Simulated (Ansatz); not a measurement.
# B₂HF (singlet): wave-function methods side by side, cc-pVTZ

Aim: climb from Hartree-Fock through coupled cluster for B₂HF (singlet) at one geometry and basis, and see what each rung misses.

Computed with Ansatz 0.2.0, Gaussian basis. Level: cc-pVTZ, core rule «outside noble gas», up to 3 orbitals frozen.

To be run: UHF; CCSD(T) on RHF; CCSD(T) on UHF; BCCD(T) on RHF; CCSDT(Q) on RHF; CCSDT(Q) on UHF.

9 further runs of the same task are left out: 1 that didn't finish, 8 set aside as unsound or not needed. Runs told in other sessions of the task aren't counted.

### Step 1. What is computed

The geometry is a PBE0/def2-TZVP stationary point (not a proven minimum) of the parent state, kept for this charge and spin.

4 atoms, charge 0, spin multiplicity 1.

Atoms are counted from 1 here; the program's logs count them from 0.

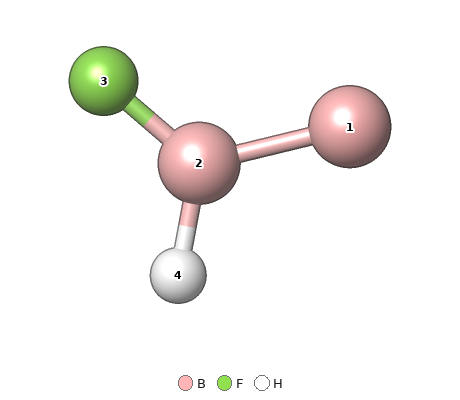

The geometry (boron pink, fluorine green, hydrogen white); atoms are numbered from 1 in the order of the file.

As a file:

```xyz
4

B     0.00000   -0.28600    1.61549
B     0.00000    0.44454    0.15478
F     0.00000   -0.17769   -1.01810
H     0.00000    1.64883    0.20213
```

In the tables R marks a restricted determinant and U an unrestricted one; energies count from the table's Hartree-Fock row.

### Step 2. UHF

File in.yaml:

```yaml
crystal:
  periodic: [false, false, false]
  atoms:
    - {symbol: B, position_ang: [0.000000, -0.285996, 1.615495]}
    - {symbol: B, position_ang: [0.000000, 0.444539, 0.154784]}
    - {symbol: F, position_ang: [0.000000, -0.177695, -1.018097]}
    - {symbol: H, position_ang: [0.000000, 1.648828, 0.202133]}
basis:
  gaussian: {orbitals: cc-pVTZ}
magnetization: {spin_polarized: true, initial_magnetization: 0}
hamiltonian: {xc: hf}
output: {orbitals: {seedname: orbitals}}
```

Command:

```bash
ansatz run in.yaml --threads 1 --pin off --events-out ev --progress --plain --max-ram 4096MiB --backend cpu
```

Standard output:

```text
Functional definition: HF
  name "HF"
  cite "Fock, Z. Phys. 61, 126 (1930) doi:10.1007/BF01340294"
  parent pbe
  exchange = exact_x
  correlation = 0
751 factors; their error is unknown
mean field evaluation 1: about -4061.7508 eV, gradient 1.7e1 eV
mean field evaluation 2: about -4062.9029 eV, gradient 1.1e1 eV
mean field evaluation 4: about -4063.2700 eV, gradient 4.1e-1 eV
mean field evaluation 8: about -4063.2759 eV, gradient 1.1e-1 eV
mean field evaluation 16: about -4063.4972 eV, gradient 1.2e0 eV
mean field evaluation 32: about -4063.6108 eV, gradient 2.2e-1 eV
mean field evaluation 64: about -4063.7136 eV, gradient 3.2e-1 eV
mean field evaluation 96: about -4063.9571 eV, gradient 1.0e0 eV
mean field evaluation 128: about -4063.2759 eV, gradient 1.1e-1 eV
mean field -4064.00946811 eV, -149.3495932683 hartree, gradient 1.5e-5 eV, S^2 0.883586; 7 other end points of the search recorded, 0 dependent functions left out
reference -4064.00946811 eV, -149.3495932683 hartree; 10, 10 occupied and 94, 94 virtual orbitals, 751 factors
Total energy: -4064.00946811 eV, -149.3495932683 hartree
```

Run time: 4.4 s. Hardware: 1 thread of AMD EPYC 7R13, shared host.

From the report: ⟨S²⟩ of the determinant 0.884 (pure singlet: 0.00). The determinant of HF (⟨S²⟩ 0.88) is far from a pure spin state, so its energy mixes those of several spin states; that is harmless only where they are near-degenerate.

The unrestricted solution breaks the spin symmetry, so the restricted determinant is unstable here.

### Step 3. CCSD(T) on RHF

in.yaml: that of step 2 with these lines changed.

```diff
@@ -9,4 +9,4 @@
   gaussian: {orbitals: cc-pVTZ}
-magnetization: {spin_polarized: true, initial_magnetization: 0}
-hamiltonian: {xc: hf}
-output: {orbitals: {seedname: orbitals}}
+magnetization: {spin_polarized: false}
+correlation: {method: ccsd_t, electrons: outside_noble_gas}
+output: {forces: true}
```

Same command.

Standard output (excerpt; [...] marks lines left out):

```text
Functional definition: HF
  name "HF"
  cite "Fock, Z. Phys. 61, 126 (1930) doi:10.1007/BF01340294"
  parent pbe
[...]
624 factors; integrals over basis functions are off by at most 1.7e-3 eV
[...]
mean field -4063.31685502 eV, -149.3241402069 hartree, gradient 9.2e-6 eV, S^2 0.000000; 3 other end points of the search recorded, 0 dependent functions left out; unrestricted orbitals would lower it
determinant -4063.31685502 eV, -149.3241402069 hartree, with singles and doubles -4075.30324947 eV, -149.7646320782 hartree
determinant -4060.60746420 eV, -149.2245719306 hartree, with singles and doubles -4073.16102345 eV, -149.6859067242 hartree
3 core orbitals not correlated: weight in the atoms' cores, before any rotation towards them, 1.000 or more for the frozen orbitals, at most 0.000 for the correlated occupied ones
reference -4063.31685502 eV, -149.3241402069 hartree; 7, 7 occupied and 94, 94 virtual orbitals, 624 factors
second order -11.04091807 eV of doubles, -0.00000000 eV of singles
cycle   1  -11.85673325 eV  change    -1.2e0 eV  update   2.8e-2
[...]
cycle  16  -11.89890237 eV  change    3.4e-7 eV  update   9.6e-7
perturbative correction -0.37625071 eV, -0.0138269586 hartree
[...]
Total energy: -4075.59200810 eV, -149.7752437623 hartree
Atom 0 at     0.000000    -0.285996     1.615495 Å, force    -0.000000    -1.422954     2.566408 eV/Å
Atom 1 at     0.000000     0.444539     0.154784 Å, force     0.000000     1.128964    -2.315055 eV/Å
Atom 2 at     0.000000    -0.177695    -1.018097 Å, force     0.000000     0.236668     0.096271 eV/Å
Atom 3 at     0.000000     1.648828     0.202133 Å, force     0.000000     0.057322    -0.347625 eV/Å
Dipole moment:    -0.000000     0.203748    -0.271264 e Å
```

Wall time 25 s (1 thread of AMD EPYC 7R13, shared host); peak memory 0.56 GiB.

From the report: correlation -12.2752 eV; T1 0.016; largest double amplitude 0.11.

### Step 4. CCSD(T) on UHF

in.yaml: that of step 3 with these lines changed.

```diff
@@ -9,3 +9,3 @@
   gaussian: {orbitals: cc-pVTZ}
-magnetization: {spin_polarized: false}
+magnetization: {spin_polarized: true, initial_magnetization: 0}
 correlation: {method: ccsd_t, electrons: outside_noble_gas}
```

Command:

```bash
ansatz run in.yaml --threads 2 --pin off --events-out ev --progress --plain --max-ram 24576MiB --backend cuda --devices 0, --max-vram 18GiB
```

Standard output (excerpt; [...] marks lines left out):

```text
Functional definition: HF
  name "HF"
  cite "Fock, Z. Phys. 61, 126 (1930) doi:10.1007/BF01340294"
  parent pbe
[...]
624 factors; integrals over basis functions are off by at most 1.7e-3 eV
[...]
mean field -4064.00954769 eV, -149.3495961928 hartree, gradient 1.2e-6 eV, S^2 0.883586; 19 other end points of the search recorded, 0 dependent functions left out
determinant -4064.00954769 eV, -149.3495961928 hartree, with singles and doubles -4075.36312329 eV, -149.7668324006 hartree
determinant -4063.67449615 eV, -149.3372832760 hartree, with singles and doubles -4075.10151667 eV, -149.7572185346 hartree
determinant -4063.61492922 eV, -149.3350942317 hartree, with singles and doubles -4075.12201108 eV, -149.7579716902 hartree
determinant -4062.48266238 eV, -149.2934841930 hartree, with singles and doubles -4074.01316995 eV, -149.7172225305 hartree
[...]
3 core orbitals not correlated: weight in the atoms' cores, before any rotation towards them, 1.000 or more for the frozen orbitals, at most 0.000 for the correlated occupied ones
reference -4064.00954769 eV, -149.3495961928 hartree; 7, 7 occupied and 94, 94 virtual orbitals, 624 factors
second order -10.55892329 eV of doubles, -0.00000000 eV of singles
cycle   1  -11.30829685 eV  change    1.8e-6 eV  update   5.2e-6
[...]
cycle  13  -11.30829850 eV  change   -1.8e-8 eV  update   2.1e-7
perturbative correction -0.36722702 eV, -0.0134953440 hartree
[...]
Total energy: -4075.68507320 eV, -149.7786638416 hartree
Atom 0 at     0.000000    -0.285996     1.615495 Å, force    -0.000000    -0.797638     1.418846 eV/Å
Atom 1 at     0.000000     0.444539     0.154784 Å, force     0.000001     0.739761    -1.248533 eV/Å
Atom 2 at     0.000000    -0.177695    -1.018097 Å, force    -0.000000     0.086405     0.014340 eV/Å
Atom 3 at     0.000000     1.648828     0.202133 Å, force    -0.000000    -0.028529    -0.184653 eV/Å
Dipole moment:     0.000000     0.112239    -0.034177 e Å
```

Run time: 36 s. Hardware: 1 × H100 (card shared with other runs) with 2 threads of AMD EPYC 7R13, shared host; peak host memory 0.99 GiB.

From the report: ⟨S²⟩ of the determinant 0.884 (pure singlet: 0.00); correlation -11.6755 eV; T1 0.029; largest double amplitude 0.07. The determinant of CCSD(T) (⟨S²⟩ 0.88) is far from a pure spin state, so its energy mixes those of several spin states; high orders of coupled cluster remove much of that, low ones don't.

### Step 5. BCCD(T) on RHF

in.yaml: that of step 4 with these lines changed.

```diff
@@ -9,4 +9,3 @@
   gaussian: {orbitals: cc-pVTZ}
-magnetization: {spin_polarized: true, initial_magnetization: 0}
-correlation: {method: ccsd_t, electrons: outside_noble_gas}
-output: {forces: true}
+magnetization: {spin_polarized: false}
+correlation: {method: bccd_t, electrons: outside_noble_gas}
```

Same command.

Standard output (excerpt; [...] marks lines left out):

```text
Functional definition: HF
  name "HF"
  cite "Fock, Z. Phys. 61, 126 (1930) doi:10.1007/BF01340294"
  parent pbe
[...]
624 factors; integrals over basis functions are off by at most 1.7e-3 eV
[...]
mean field -4063.31685502 eV, -149.3241402069 hartree, gradient 9.2e-6 eV, S^2 0.000000; 3 other end points of the search recorded, 0 dependent functions left out; unrestricted orbitals would lower it
determinant -4063.31685502 eV, -149.3241402069 hartree, with singles and doubles -4075.30324945 eV, -149.7646320774 hartree
determinant -4060.60746420 eV, -149.2245719306 hartree, with singles and doubles -4073.16101948 eV, -149.6859065782 hartree
3 core orbitals not correlated: weight in the atoms' cores, before any rotation towards them, 1.000 or more for the frozen orbitals, at most 0.000 for the correlated occupied ones
reference -4063.31685502 eV, -149.3241402069 hartree; 7, 7 occupied and 94, 94 virtual orbitals, 624 factors
second order -11.04091807 eV of doubles, -0.00000000 eV of singles
cycle   1  -11.83113089 eV  change    -1.1e0 eV  update   3.0e-2
[...]
cycle  12  -11.87319559 eV  change   -2.4e-6 eV  update   8.8e-6
perturbative correction -0.40644268 eV, -0.0149364930 hartree
Total energy: -4075.59649329 eV, -149.7754085900 hartree
```

Wall time 13 s (1 × H100 (card shared with other runs) with 2 threads of AMD EPYC 7R13, shared host); peak host memory 0.8 GiB.

From the report: correlation -12.2796 eV; largest double amplitude 0.11.

### Step 6. CCSDT(Q) on RHF

in.yaml: that of step 5 with these lines changed.

```diff
@@ -10,2 +10,2 @@
 magnetization: {spin_polarized: false}
-correlation: {method: bccd_t, electrons: outside_noble_gas}
+correlation: {method: ccsdt_q, electrons: outside_noble_gas}
```

The command is unchanged.

Standard output (excerpt; [...] marks lines left out):

```text
Functional definition: HF
  name "HF"
  cite "Fock, Z. Phys. 61, 126 (1930) doi:10.1007/BF01340294"
  parent pbe
[...]
1309 factors; integrals over basis functions are off by at most 2.5e-7 eV
[...]
mean field -4063.31686748 eV, -149.3241406649 hartree, gradient 2.8e-6 eV, S^2 0.000000; 3 other end points of the search recorded, 0 dependent functions left out; unrestricted orbitals would lower it
determinant -4063.31686748 eV, -149.3241406649 hartree, with singles and doubles -4075.30329572 eV, -149.7646337781 hartree
determinant -4060.60748289 eV, -149.2245726175 hartree, with singles and doubles -4073.16106890 eV, -149.6859083945 hartree
3 core orbitals not correlated: weight in the atoms' cores, before any rotation towards them, 1.000 or more for the frozen orbitals, at most 0.000 for the correlated occupied ones
reference -4063.31686748 eV, -149.3241406649 hartree; 7, 7 occupied and 94, 94 virtual orbitals, 1309 factors
second order -11.04095799 eV of doubles, -0.00000000 eV of singles
cycle   1  -11.37984636 eV  change   -3.4e-1 eV  update   1.0e-1
[...]
cycle  26  -12.30271110 eV  change   -8.1e-7 eV  update   1.1e-6
perturbative correction -0.01674949 eV, -0.0006155325 hartree
Total energy: -4075.63632808 eV, -149.7768724914 hartree
```

Wall time 25 s (1 × H100 (card shared with other runs) with 2 threads of AMD EPYC 7R13, shared host); peak host memory 0.85 GiB.

From the report: correlation -12.3195 eV; T1 0.016; largest double amplitude 0.15.

### Step 7. CCSDT(Q) on UHF

in.yaml: that of step 6 with these lines changed.

```diff
@@ -9,3 +9,3 @@
   gaussian: {orbitals: cc-pVTZ}
-magnetization: {spin_polarized: false}
+magnetization: {spin_polarized: true, initial_magnetization: 0}
 correlation: {method: ccsdt_q, electrons: outside_noble_gas}
```

Launched as before.

Standard output (excerpt; [...] marks lines left out):

```text
Functional definition: HF
  name "HF"
  cite "Fock, Z. Phys. 61, 126 (1930) doi:10.1007/BF01340294"
  parent pbe
[...]
1309 factors; integrals over basis functions are off by at most 2.5e-7 eV
[...]
mean field -4064.00956360 eV, -149.3495967775 hartree, gradient 1.5e-6 eV, S^2 0.883588; 19 other end points of the search recorded, 0 dependent functions left out
determinant -4064.00956360 eV, -149.3495967775 hartree, with singles and doubles -4075.36316544 eV, -149.7668339496 hartree
determinant -4063.67451356 eV, -149.3372839158 hartree, with singles and doubles -4075.10155920 eV, -149.7572200974 hartree
determinant -4063.61494362 eV, -149.3350947608 hartree, with singles and doubles -4075.12205442 eV, -149.7579732830 hartree
determinant -4062.48268092 eV, -149.2934848742 hartree, with singles and doubles -4074.01321350 eV, -149.7172241309 hartree
[...]
determinant -4063.31686748 eV, -149.3241406649 hartree, with singles and doubles -4075.30769919 eV, -149.7647956026 hartree
determinant -4060.60748289 eV, -149.2245726175 hartree, with singles and doubles -4073.16284036 eV, -149.6859734944 hartree
3 core orbitals not correlated: weight in the atoms' cores, before any rotation towards them, 1.000 or more for the frozen orbitals, at most 0.000 for the correlated occupied ones
reference -4064.00956360 eV, -149.3495967775 hartree; 7, 7 occupied and 94, 94 virtual orbitals, 1309 factors
second order -10.55895393 eV of doubles, -0.00000000 eV of singles
cycle   1  -10.82919794 eV  change   -2.7e-1 eV  update   9.7e-2
[...]
cycle  40  -11.78490676 eV  change    1.1e-7 eV  update   9.0e-7
perturbative correction -0.07117775 eV, -0.0026157341 hartree
WARN: the results are in doubt because among natural orbitals full CI differs from the method by +0.412 eV
Total energy: -4075.86564811 eV, -149.7852998469 hartree
In doubt: among natural orbitals full CI differs from the method by +0.412 eV
```

It took 76 s on 1 × H100 (card shared with other runs) with 2 threads of AMD EPYC 7R13, shared host; peak host memory 1.3 GiB.

From the report: ⟨S²⟩ of the determinant 0.884 (pure singlet: 0.00); correlation -11.8561 eV; T1 0.062; largest double amplitude 0.52. The determinant of CCSDT(Q) (⟨S²⟩ 0.88) is far from a pure spin state, so its energy mixes those of several spin states; high orders of coupled cluster remove much of that, low ones don't. The program marks this result as in doubt; its last lines say why.

### Step 8. Misses and costs

No level here is safe as a reference; RCCSDT(Q) serves as a yardstick only. Rows without a time are mean-field rows or come out of runs for another level: lower rungs of the coupled-cluster runs, or the Hartree-Fock search. The times of RCCSD(T), UCCSD(T) include forces.

Differences are taken before rounding.

```
   method  energy from the lowest RHF (meV)  from RCCSDT(Q) (meV)        time
      RHF                               0.0              +12319.5            
      UHF                            -692.7              +11626.8            
     RMP2                          -11040.9               +1278.6            
     UMP2                          -11251.6               +1067.9            
    RCCSD                          -11898.9                +420.6            
    UCCSD                          -12001.0                +318.5            
 RCCSD(T)                          -12275.2                 +44.3        25 s
 UCCSD(T)                          -12368.2                 -48.7  36 s (GPU)
  BCCD(T)                          -12279.6                 +39.8  13 s (GPU)
   RCCSDT                          -12302.7                 +16.7            
   UCCSDT                          -12477.6                -158.1            
RCCSDT(Q)                          -12319.5                     0  25 s (GPU)
UCCSDT(Q)                          -12548.8                -229.3  76 s (GPU)
```

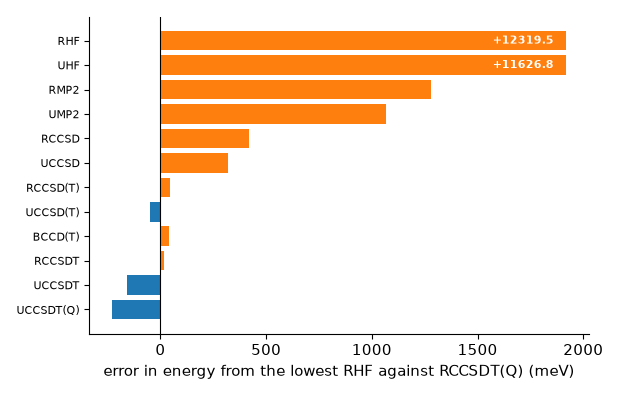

How far each level lands from RCCSDT(Q). Bars with a number in them are cut short.

Some runs used a GPU and others CPU threads alone; cost is compared among the GPU runs only.

The program flags UCCSDT(Q) as in doubt (see the logs), so read those rows with care; the flags are large difference.

### Step 9. Summary of results

| quantity | value |
| --- | --- |
| RCCSDT(Q) from the RHF energy | -12.3195 eV |
| RMP2 from RCCSDT(Q) | +1278.6 meV |
| UMP2 from RCCSDT(Q) | +1067.9 meV |
| RCCSD from RCCSDT(Q) | +420.6 meV |
| RCCSD(T) from RCCSDT(Q) | +44.3 meV |
| UCCSD(T) from RCCSDT(Q) | -48.7 meV |
| UCCSDT(Q) from RCCSDT(Q) | -229.3 meV |
| T1 diagnostic | 0.016 |

**Reading.** RCCSD(T) misses by +44.3 meV, 0.4 % of the correlation energy. CCSD(T) misses by +44.3 meV on the restricted determinant and by -48.7 meV on the unrestricted one; the two need not hold the same state or core. Warnings: restricted reference is unstable; spin contamination.
